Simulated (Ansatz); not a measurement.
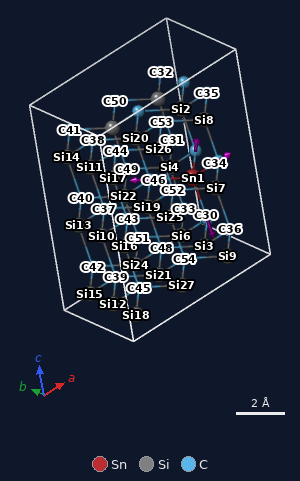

This is a relaxation of a defect cell of composition Si26SnC27. The starting structure is drawn; purple arrows show the displacements, 5 times their true length.

The picture is a ball-and-stick view of the cell of the calculation (origin shifted), seen slightly off an axis.

Method: DFT, PBE, plane-wave PAW, default files, scalar-relativistic (Ansatz). (plane-wave cutoff 420 eV; k-point mesh 3 × 3 × 3; occupations fermi dirac; smearing width 0.01 eV; no spin polarisation; atoms relaxed in a fixed cell; force threshold 0.03 eV/Å; at most 40 steps)

Q: What happened in the run?

A: The largest moves, 0.19 Å, are those of C atoms. Largest moves by element: C 0.19 Å, Si 0.03 Å. Sn stays in place. The lattice vectors keep their values. Some distances before and after: C–Sn 1.887 → 2.075 Å, C–Si 1.887 → 1.851 Å. Among the angles between lasting bonds that change: C–Si–C 109.5° → 104.3°, Sn–C–Si 109.5° → 104.7°, Si–C–Si 109.5° → 113.8°. Over 3 geometry steps the energy falls by 2.268 eV per cell of the calculation. The largest force component goes from 3.8 to 0.016 eV/Å.
